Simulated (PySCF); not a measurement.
SMILES C(B(C)C)C[SiH2]Cl (C₄H₁₂BClSi) at its GFN2-xTB optimised geometry (Å):

```
19

Si    -1.9652    -2.2435     1.8003
Cl    -2.0623    -2.6504     3.7805
C     -0.9959    -0.6291     1.5539
C     -0.9053    -0.2090     0.0711
B     -0.1031     1.1578     0.0000
C     -0.8926     2.5216     0.0000
C      1.4730     1.1578     0.0000
H     -1.2906    -3.3654     1.1486
H     -3.3360    -2.1131     1.3076
H      0.0158    -0.7338     1.9528
H     -1.4626     0.1794     2.1219
H     -1.9200    -0.1237    -0.3222
H     -0.4178    -1.0148    -0.4809
H     -1.1643     2.7634    -1.0286
H     -0.3177     3.3654     0.3750
H     -1.8284     2.4732     0.5534
H      1.8281     1.4006     1.0026
H      1.9200     0.2048    -0.2735
H      1.8869     1.9249    -0.6520
```

Computed with PBE0/def2-SVP in PySCF.

Map of the LUMO amplitude (bohr^(-3/2)) on the plane z = 0.6 Å; orbital energy -0.43 eV, overall sign arbitrary:

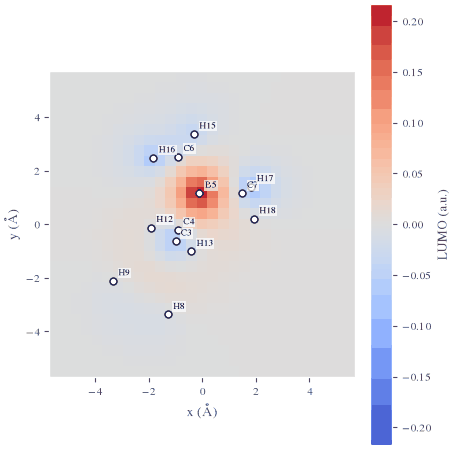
*LUMO amplitude (bohr^(-3/2)) on the plane z = 0.6 Å.*
